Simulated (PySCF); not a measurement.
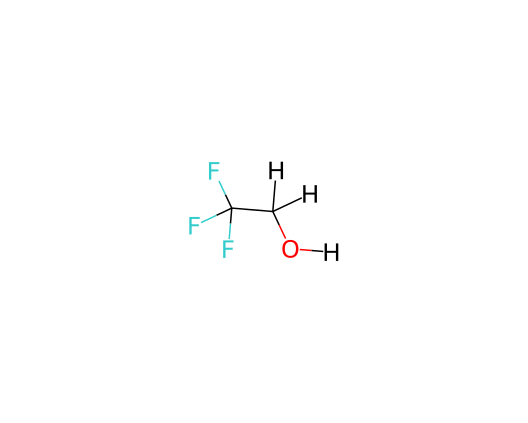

A structural formula.

Transcribe the drawing into SMILES.

Answer. OCC(F)(F)F

What is the molecular formula?

Answer. C2H3F3O.

An optimisation with GFN2-xTB gave a structure of which point group?

Answer. C1.

More results for the same structure follow; atom numbers are the same in all pictures, views and colours differ. The computed structure is the end point of a GFN2-xTB optimisation. No frequency run is at hand to confirm it as a minimum.

Dipole moment

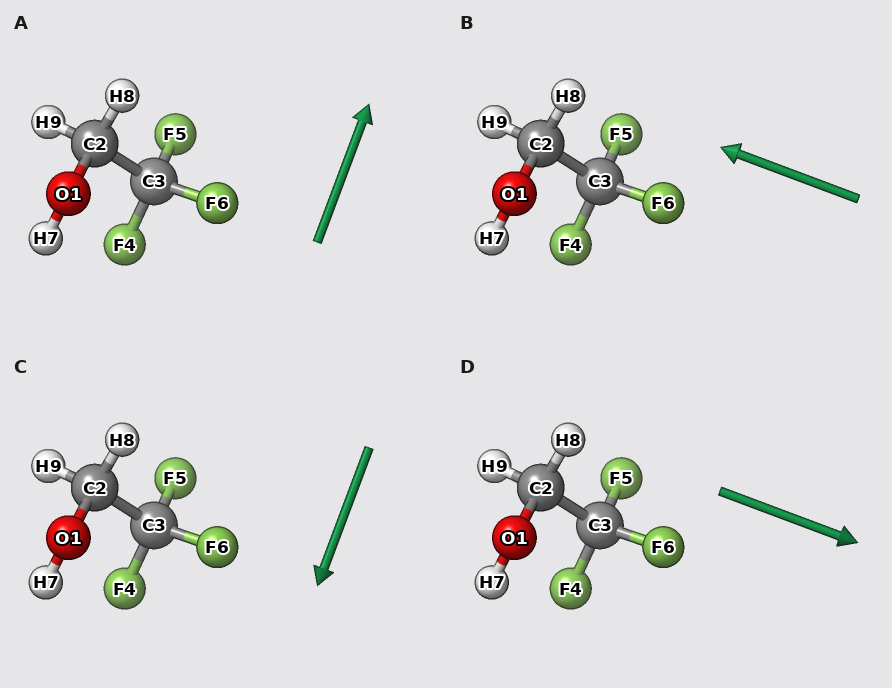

The same molecule four times, each with an arrow. No frequency run is at hand to confirm it as a minimum. Properties computed with CAM-B3LYP/def2-SVPD, gas phase (PySCF 2.14.0).

Which arrow points along the dipole moment, from the negative to the positive end?

Answer. B. The dipole moment is 1.73 D; it points from the side of F6 to the side of H9 (the outermost atoms at the two ends).

Excitation

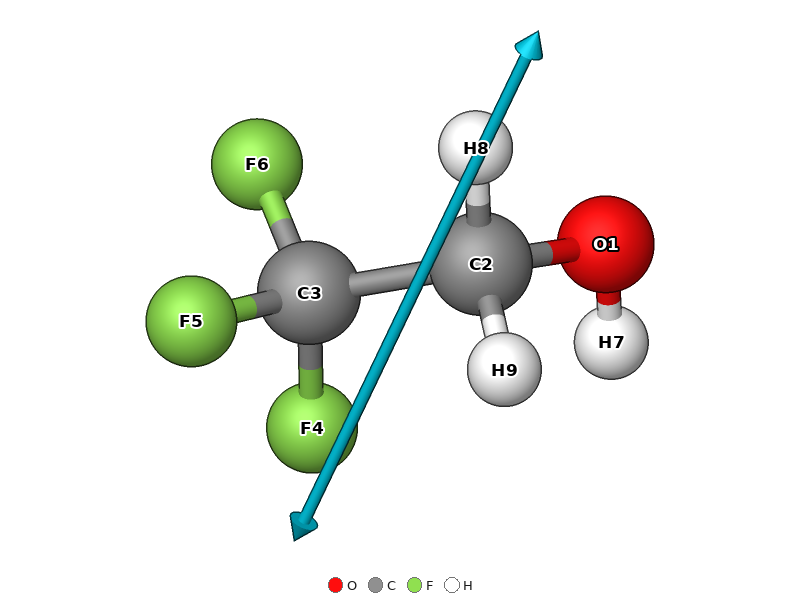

The double arrow shows the direction of the transition dipole to excited singlet state 6 (its length means nothing). No frequency run is at hand to confirm it as a minimum. Method: TDDFT CAM-B3LYP/def2-SVPD, vertical, gas phase, core orbitals frozen in the response (PySCF 2.14.0).

Give its energy, strength and character.

Answer. 10.43 eV (119 nm), oscillator strength 0.034, mainly HOMO−1 → LUMO+1 (weight 0.59); transition dipole 0.93 D.

Polarisability

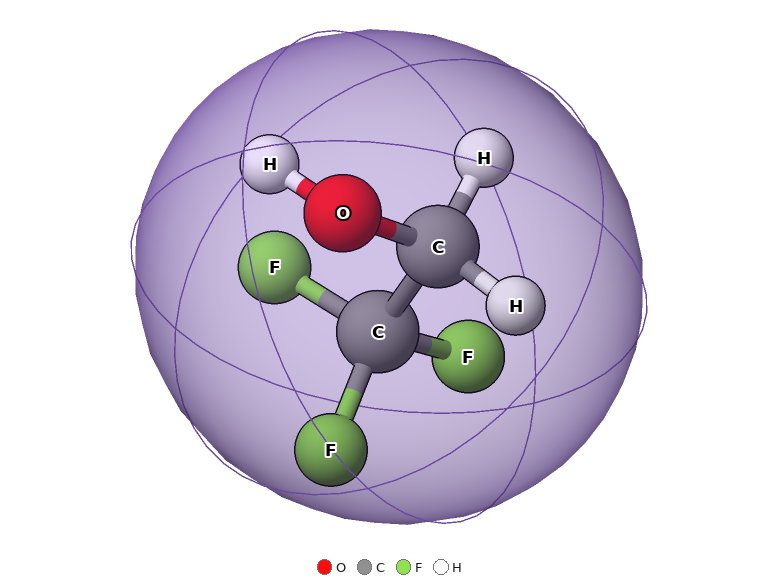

The ellipsoid shows the static dipole polarisability: its half-axes are proportional to the principal values. No frequency run is at hand to confirm it as a minimum. Method: CAM-B3LYP/def2-SVPD (PySCF 2.14.0).

How large and how anisotropic is the polarisability?

Answer. Principal values 32.2, 33.3, 35.9 bohr³; mean 33.8 bohr³ (5.01 Å³); anisotropy 3.3 bohr³, so the longest axis is 1.11 times the shortest.
